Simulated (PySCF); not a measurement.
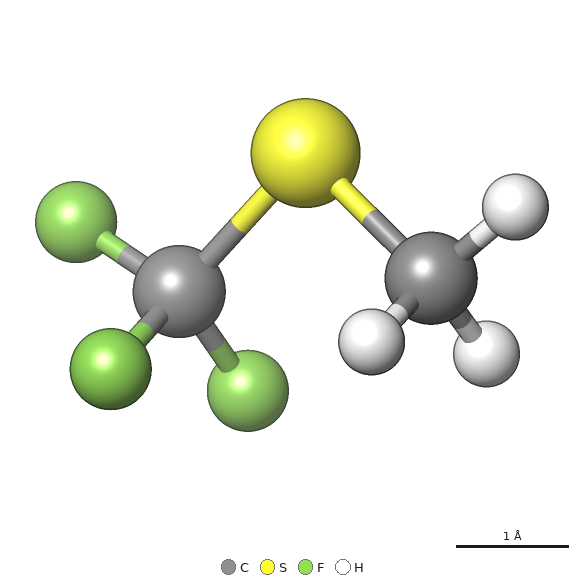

Ball-and-stick drawing of a structure. Every bond is drawn as one stick, whatever its order.

The geometry was computed by an optimisation with PBE0-D3(BJ)/def2-SVP. No frequency run is at hand to confirm it as a minimum.

Description:

It has 9 atoms: 2 carbon, 3 hydrogen, 3 fluorine and 1 sulfur (C₂H₃F₃S). SMILES: `CSC(F)(F)F`. It has no ring. Among its groups: thioether, C–F bond. Coordination: 2 C tetrahedral; 1 S bent.

The parts below concern this one geometry. Atoms keep their numbers from picture to picture.

Dipole moment

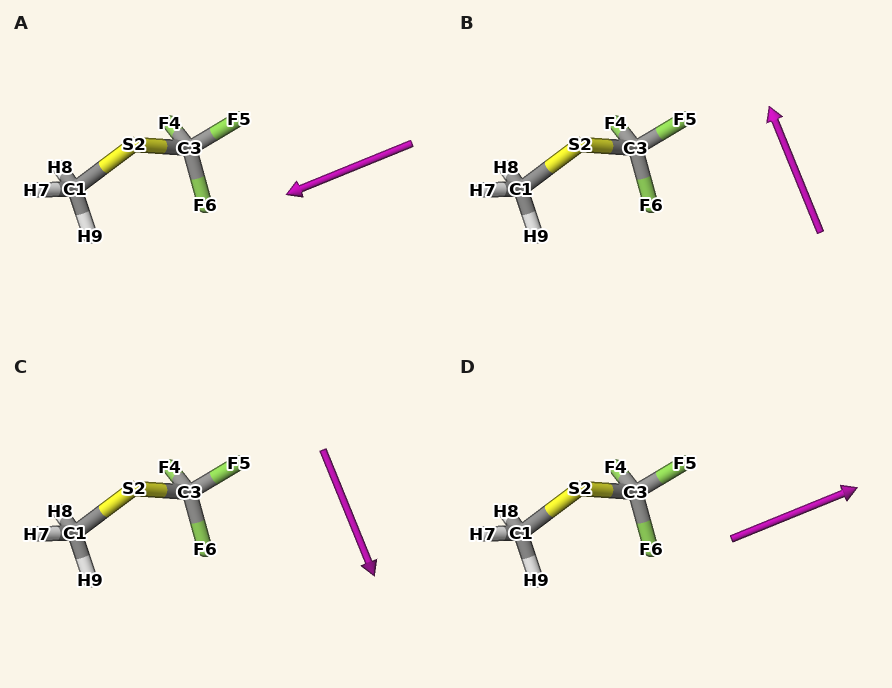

The same molecule four times, each with an arrow. No frequency run is at hand to confirm it as a minimum. Properties computed with CAM-B3LYP/def2-SVPD, gas phase (PySCF 2.14.0).

> Which arrow points along the dipole moment, from the negative to the positive end?

A. The dipole moment is 2.37 D; it points from the side of F5 to the side of H7 (the outermost atoms at the two ends).

Excitation

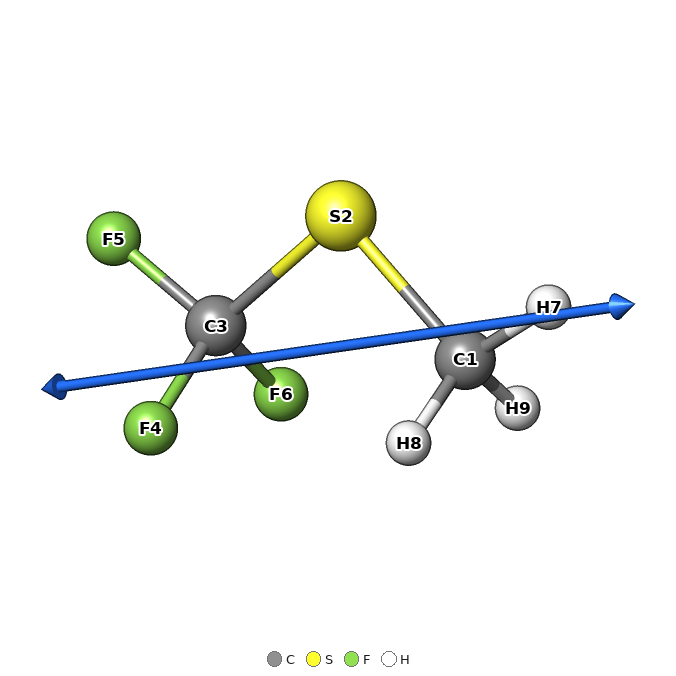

The double arrow shows the direction of the transition dipole to excited singlet state 9 (its length means nothing). No frequency run is at hand to confirm it as a minimum. Level of theory: TDDFT CAM-B3LYP/def2-SVPD, vertical, gas phase, core orbitals frozen in the response (PySCF 2.14.0).

> Give its energy, strength and character.

9.12 eV (136 nm), oscillator strength 0.17, mainly HOMO−1 → LUMO (weight 0.52); transition dipole 2.25 D.

Polarisability

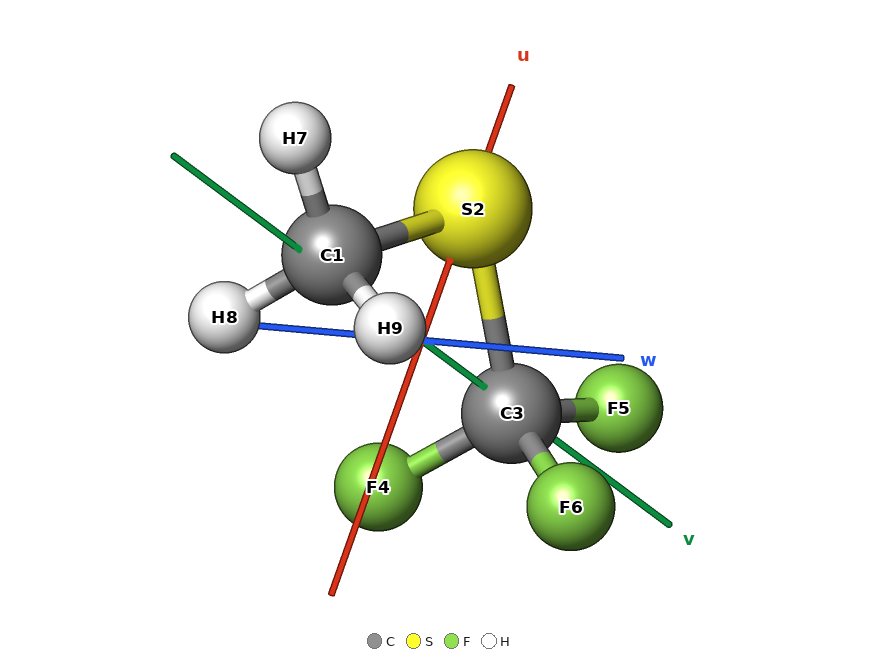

The lines u, v and w are the principal axes of the static dipole polarisability. No frequency run is at hand to confirm it as a minimum. Computed with ωB97X-D/def2-SVPD (PySCF 2.14.0).

> Along which axis is the molecule most polarisable, and along which least?

Most along v (close to the long direction C1···F5), least along w.

> Give the three principal values.

u 47.3, v 55.9, w 42.4 bohr³; mean 48.6, anisotropy 11.8 bohr³.
